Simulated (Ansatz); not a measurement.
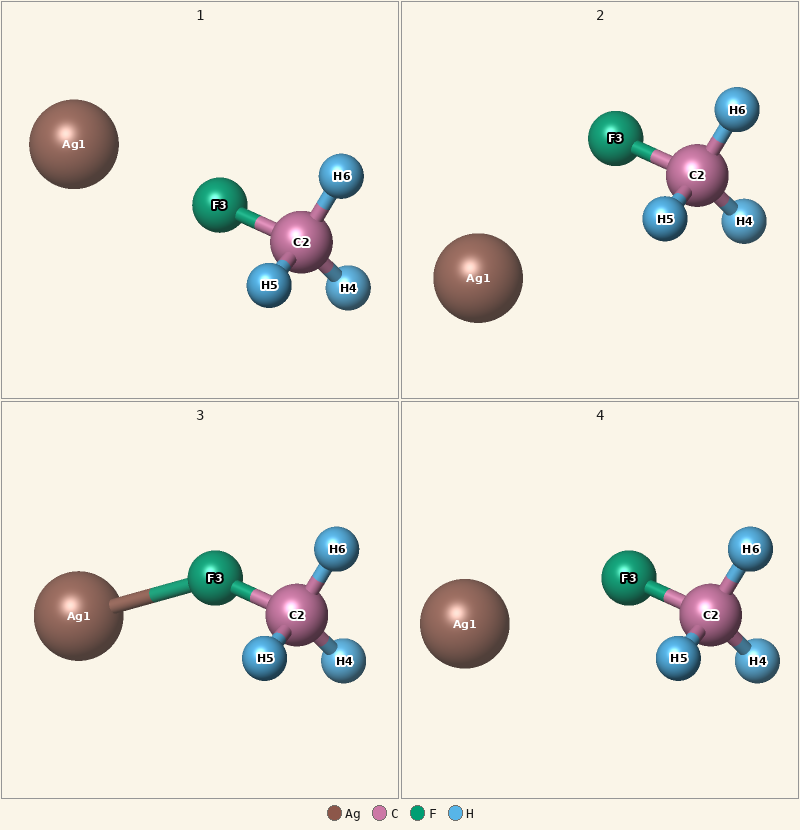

CH₃AgF, charge +1. Coordinates scanned: (1) separation of F3 and Ag1 along their line in the relaxed pair; (2) sideways slip of Ag1. Nothing is relaxed (both partners rigid). Grid: 11 × 11 points. Points are written as (first, second). Energies are in kJ/mol, from the lowest grid point. Computed with Ansatz, RKS PBE0-D4/def2-TZVPD.

The numbered pictures are structures from this grid.

Which is the most stable, and how do the others follow?

3, at (2.292 Å, 0.00 Å): 0.0 kJ/mol; 1, at (2.164 Å, 1.32 Å): 9.4 kJ/mol; 4, at (2.754 Å, 0.00 Å): 20.3 kJ/mol; 2, at (2.589 Å, −1.32 Å): 33.2 kJ/mol.

The map, with the structures marked:

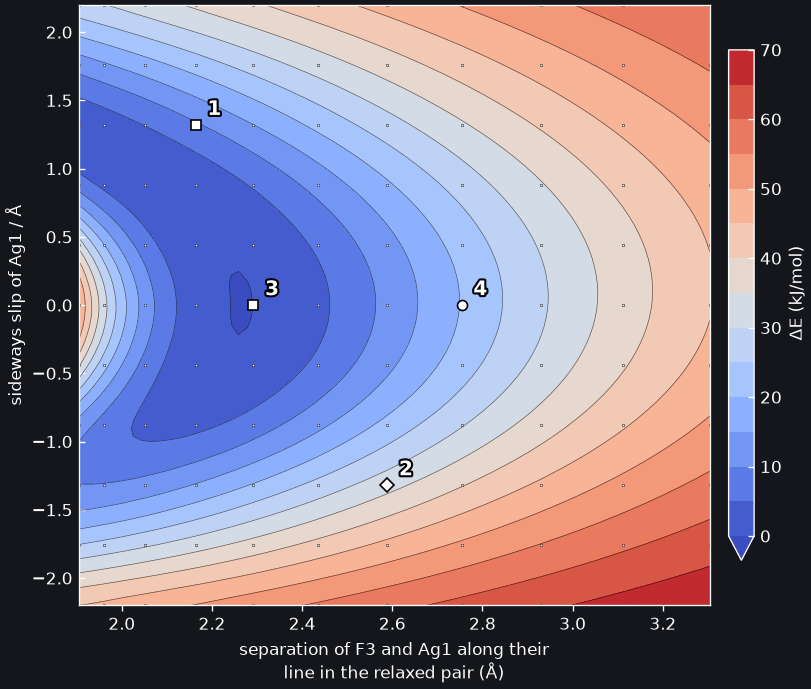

The picture shows filled contours, dots at the grid points. Between grid points the surface is interpolated.
